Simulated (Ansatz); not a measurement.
Consider Al3P2 (charge +1, quintet).

The calculation's input:

```
crystal:
  periodic: [false, false, false]
  atoms:
    - {symbol: Al, position_ang: [-0.970416, 2.236450, -0.114997]}
    - {symbol: Al, position_ang: [2.252557, -1.197396, 0.069214]}
    - {symbol: Al, position_ang: [-1.932363, -0.163165, 0.355731]}
    - {symbol: P, position_ang: [-0.074934, -1.453978, -0.438469]}
    - {symbol: P, position_ang: [0.725157, 0.578088, 0.128522]}
basis:
  gaussian: {orbitals: def2-TZVP, initial_orbitals: start.molden}
total_charge: 1
magnetization: {spin_polarized: true, initial_magnetization: 4}
hamiltonian: {xc: pbe0, dispersion: d4}
scf: {omitted_lower_state_checks: [starts]}
output: {orbitals: {seedname: orbitals}}
```

Launched as:

```sh
ansatz run in.yaml --threads 4 --pin off --events-out ev --progress --plain --max-ram 4787MiB
```

Geometry: PBE-D4/def2-SVP.

Method: Ansatz 0.2.0, UKS PBE0-D4/def2-TZVP.

Predict the electron density, electron localisation function and spin density between the atoms.

P–P (2.26 Å): ρ is about 0.68 e/Å³ halfway; the ELF peaks at about 0.80 between the atoms; localised, covalent bonding.
Al–P (2.40 Å): ρ at the midpoint is about 0.44 e/Å³; the ELF peaks at about 0.85 in the valence shell of P, 1.0 Å from its nucleus, and is about 0.80 at the midpoint.
The unpaired spin (4 electrons) lies mostly on Al1 (about 1.1), Al2 (about 0.8), Al3 (about 0.8), P4 (about 0.8) and P5 (about 0.5), in electrons by Hirshfeld's partition.

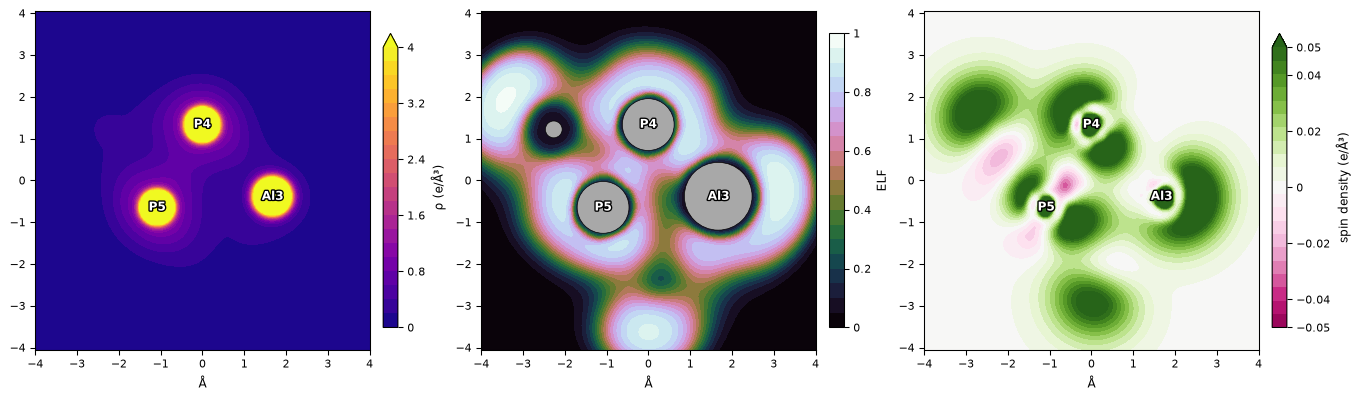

Computed electron density, electron localisation function and spin density on the plane of atoms Al3, P5 and P4, in this order. Grey discs cover the atomic cores in the ELF map. 
